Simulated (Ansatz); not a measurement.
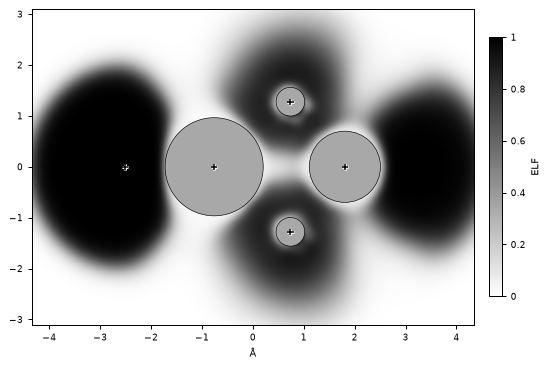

The electron localisation function on a plane through atoms (crosses mark nuclei in the plane; grey discs cover the cores).

Theory: isolated molecule in a Gaussian basis; Kohn-Sham density functional theory, functional PBE0 (Ansatz).

Candidates:
A. CH3FSZn
B. HMgO2Si (charge −1)
C. CH2CuFO

**Which system is this?**

Candidate B: HMgO2Si on the molecular plane, which holds Mg, O, Si and H. Si–O (1.67 Å): the ELF peaks at about 0.85 between the atoms (a shared but strongly polarised pair). Mg–O (1.97 Å): the ELF peaks at about 0.85 in the valence shell of O, 0.6 Å from its nucleus, and is about 0.30 at the midpoint (a largely ionic contact).
